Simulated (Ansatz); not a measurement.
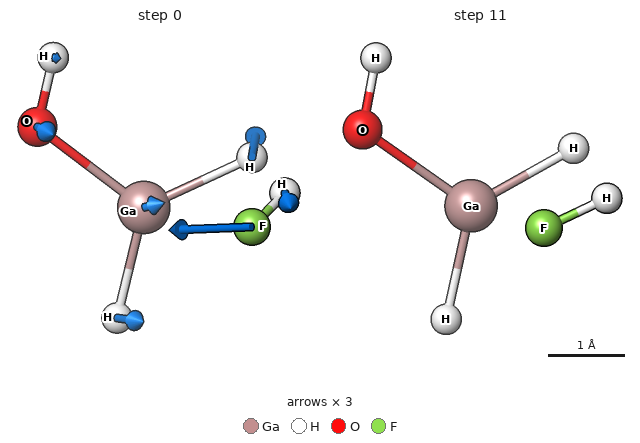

The structure of GaH₄OF before (left) and after (right) a relaxation, at one scale. The blue arrows give the displacements, 3 times their true length.

A ball-and-stick model, seen from a free direction.

The run prepares an end point of a later path (reaction) calculation, from a guessed geometry.

Method: RKS B3LYP-D4/def2-SVP (Ansatz).

The input:
```yaml
crystal:
  periodic: [false, false, false]
  atoms:
    - { symbol: Ga, position_ang: [-0.154572, -0.266608, -0.116187] }
    - { symbol: H, position_ang: [0.053892, -0.305895, 1.444827] }
    - { symbol: O, position_ang: [1.291918, -0.51548, -1.138177] }
    - { symbol: H, position_ang: [2.126575, -0.618897, -0.663829] }
    - { symbol: H, position_ang: [-1.498706, -0.142651, -0.890837] }
    - { symbol: F, position_ang: [0.174212, 2.283483, 1.209548] }
    - { symbol: H, position_ang: [0.184781, 1.525748, 1.747055] }
basis:
  gaussian: { orbitals: def2-SVP }
hamiltonian:
  xc: b3lyp
  dispersion: d4
relax:
  f_tol: 0.03
  max_steps: 50
```

Run as
```bash
ansatz run input.yaml --threads 2 --pin off --max-ram 3072MiB --backend cpu --events-out ev --progress --plain --runs-dir out
```

Question: Describe what moved and what it gained.

Answer: The energy falls by 2.44 kcal/mol in 10 accepted moves (11 points after the start). Largest force component: 0.26 eV/Å at the start, 0.013 eV/Å at the end. The line search rejected the trial step at point 10 of the run. The atom that moves furthest after the best rigid fit is F6 (0.49 Å). Largest moves by element: F 0.49 Å, H 0.36 Å, O 0.19 Å, Ga 0.12 Å. Some distances before and after: Ga1–F6 2.893 → 2.345 Å, Ga1–O3 1.789 → 1.799 Å, Ga1–H2 1.575 → 1.586 Å.
